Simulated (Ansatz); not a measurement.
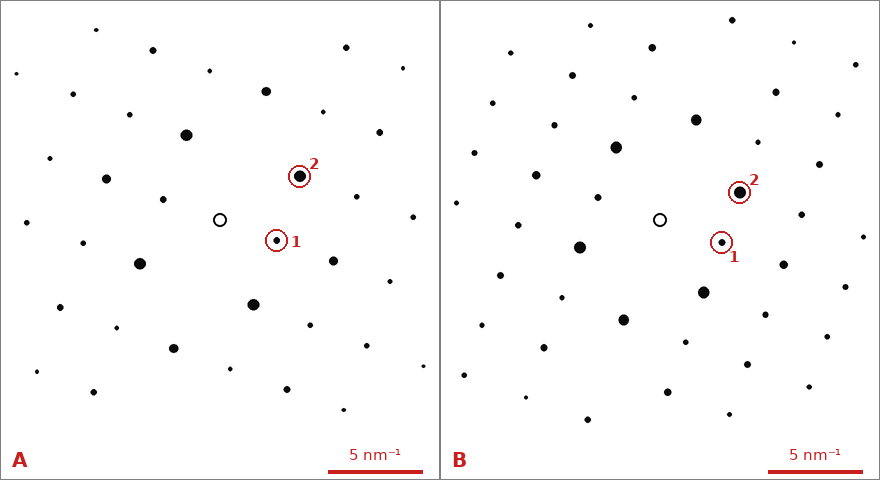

Kinematic electron diffraction patterns (200 kV, B = 0.5 Å², same scale) along [110] of the run's own cell, for the start and the end of one relaxation of Si2F with DFT, PAW plane waves, pbe in Ansatz. k mesh 5×5×5. The start is a generated model structure, and the relaxation ends in the nearest stationary point of its symmetry, not necessarily the ground state. Spot 1 is -1 1 0 and spot 2 is -1 1 1 in both.

Start structure:

```yaml
crystal:
  lattice:
    - [3.57662, 0.00000, 0.00000]
    - [1.78831, -7.09556, 0.00000]
    - [0.00000, 0.00000, -3.52855]
  atoms:
    - { symbol: Si, position: [0.75000, 0.50000, 0.75000] }
    - { symbol: Si, position: [0.25000, 0.50000, 0.25000] }
    - { symbol: F, position: [0.10400, 0.79200, 0.75000] }
    - { symbol: F, position: [0.89600, 0.20800, 0.25000] }
    - { symbol: Si, position: [0.43900, 0.12200, 0.75000] }
    - { symbol: Si, position: [0.56100, 0.87800, 0.25000] }
```

Which pattern belongs to the start structure, and which to the relaxed one?

B is the start: its cell gives d(1) = 2.853 Å, d(2) = 2.219 Å and an angle of 39.0°. A is the relaxed structure, with d(1) = 3.110 Å (+9.0 %), d(2) = 2.058 Å (-7.2 %) and 48.6°.

What did the relaxation do to the structure and the energy?

The volume changed by -6.5 % to 13.95 Å³ an atom; with the mean shift removed, the atoms moved by up to 0.49 Å relative to the cell (Si most); the space group stayed Cmcm (No. 63); the free energy fell by 350 meV an atom. Relaxed cell: a = 3.848 Å, b = 8.155 Å, c = 2.744 Å, α = 90.00°, β = 90.00°, γ = 76.35°.
